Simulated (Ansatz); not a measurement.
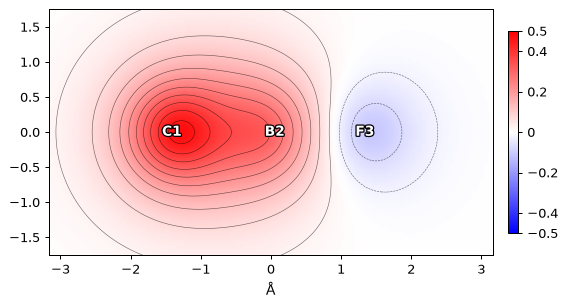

Figure. CBF (triplet). The HOMO (α) on a plane 0.8 Å above a plane that holds the molecular axis (values in Å⁻³ᐟ²; the overall sign is arbitrary).

Geometry: B3LYP/6-31G*.

These are results of isolated molecule in a Gaussian basis; Kohn-Sham density functional theory, functional PBE0 (Ansatz 0.2.0), not measurements.

Input file:

```
crystal:
  periodic: [false, false, false]
  atoms:
    - {symbol: C, position_ang: [0.000000, 0.000000, -1.408988]}
    - {symbol: B, position_ang: [0.000000, 0.000000, 0.061762]}
    - {symbol: F, position_ang: [0.000000, 0.000000, 1.347226]}
basis:
  gaussian: {orbitals: def2-TZVPD}
total_charge: 0
magnetization: {spin_polarized: true, initial_magnetization: 2}
hamiltonian: {xc: {name: PBE0}}
output: {forces: true, orbitals: {seedname: orbitals}}
```

Run with:

```sh
ansatz run input.yaml --threads 1 --pin off --max-ram 2610MiB --events-out events.jsonl --progress --plain --runs-dir runs
```

### Where does this orbital lie, and at what energy?

By Hirshfeld shares it lies mainly on C1 (about 60 %) and B2 (about 30 %); it vanishes on the molecular axis (π type); π-bonding across C1–B2. It is one of a degenerate set, so its orientation is arbitrary. Its energy is −8.13 eV.
